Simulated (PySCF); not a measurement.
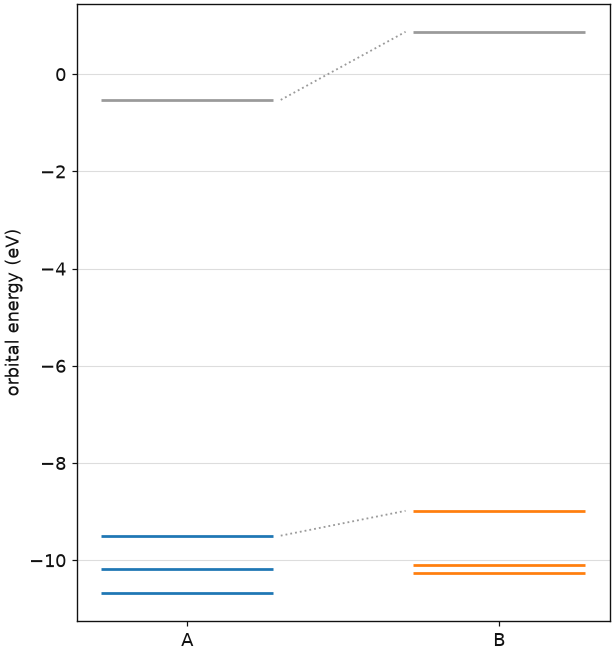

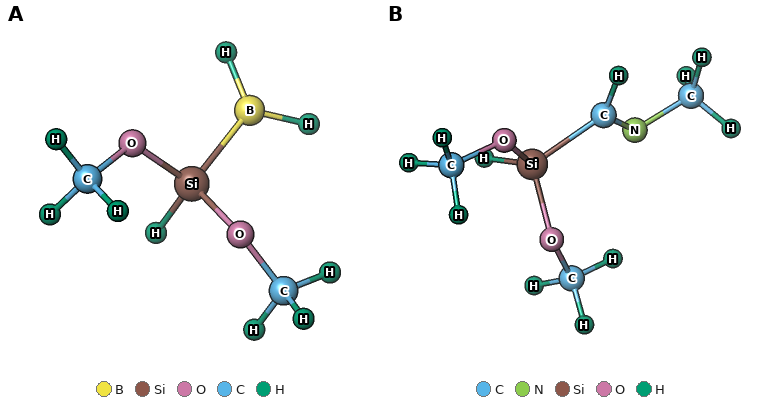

Related molecules: A is C₂H₉BO₂Si, SMILES B[SiH](OC)OC; B is C₄H₁₁NO₂Si, SMILES C/N=C/[SiH](OC)OC. Frontier orbital energies, ωB97X-D/def2-SVPD in PySCF 2.14.0, at a PBE0-D3(BJ)/def2-SVP geometry (no frequency check); drawn are at most three filled levels and, in grey, the LUMO with any level within 0.03 eV of it; dotted lines join the HOMOs and the LUMOs.

**What does the change do to the frontier levels?**

From A to B the HOMO rises by 0.51 eV and the LUMO rises by 1.40 eV, so the separation goes from 8.97 to 9.86 eV.

**Does the ΔSCF ionisation energy follow the HOMO?**

A: −ε(HOMO) 9.50, ΔSCF 9.72 eV; B: −ε(HOMO) 8.99, ΔSCF 9.17 eV.

Caveats, for all or some of the runs: empty levels above zero depend strongly on the basis; one conformer of a flexible molecule.
